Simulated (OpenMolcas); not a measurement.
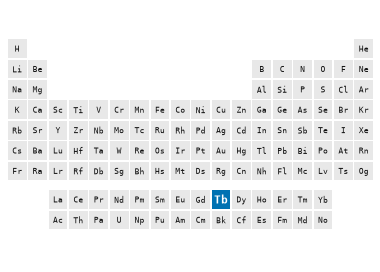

*The place of terbium in the periodic table.*

**Multiconfigurational calculation, with input and output: Tb³⁺**

System: Tb³⁺.
Method: state-averaged CASSCF, active space 8 electrons in the shell 4f, basis ANO-R3, X2C scalar Hamiltonian, spin-orbit coupling by RASSI with atomic mean-field integrals (OpenMolcas).

### Input
```
&GATEWAY
Coord
1

Tb 0.0 0.0 0.0
Basis=ANO-R3
Group=XYZ
NoMove
AngMom=0.0 0.0 0.0
AMFI
&SEWARD
&RASSCF
FileOrb=start.orb
Symmetry=1
Spin=7
nActEl=9 0 0
Inactive=15 12
Ras2=0 7
CIRoot=7 7 1
SDav=7
CIMx=300
Iter=64 100
PrWF=0.3
OrbListing=Nothing
MaxOrb=0
Atom
>>> COPY $Project.JobIph JOB001
```

The file start.orb holds starting orbitals from an earlier step.

Hardware: 1 CPU thread, shared host.

Run as:
```bash
OMP_NUM_THREADS=1 MOLCAS_MEM=2252 MOLCAS_PROJECT=a pymolcas a.inp > a.log  # once for each step of the input, in one work folder
```

### Output (extracts)
```
--- SEWARD ---
Basis set label: TB.ANO-R...9S8P5D5F3G2H.

      Electronic valence basis set:
      ------------------
      Associated Effective Charge  65.000000 au
      Associated Actual Charge     65.000000 au
      Nuclear Model: Finite nucleus - Gaussian distribution
        Gaussian exponent, Xi/bohr**(-2):  1.61554E+08

      Shell  nPrim  nBasis  Cartesian Spherical Contaminant
         s      25       9        X
         p      19       8        X
         d      12       5                 X
         f      10       5                 X
         g       5       3                 X
         h       4       2                 X
                  Relativistic X2C integrals
                  Atomic mean-field integrals
--- RASSCF ---

 Nr of active orbitals     NAC=   7
 Spin degeneracy         ISPIN=   7
 There can be no such wave function.
 ************************************************
--- Stop Module: rasscf at  /rc=_RC_INPUT_ERROR_ ---
.####################.
.# User input error #.
.####################.
```

### What the run reported

- outcome: refused by the program

### What went wrong

The input is odd on purpose: wrong electron count. The program refused the input; the driver noted: RASSCF spin 7: _RC_INPUT_ERROR_.
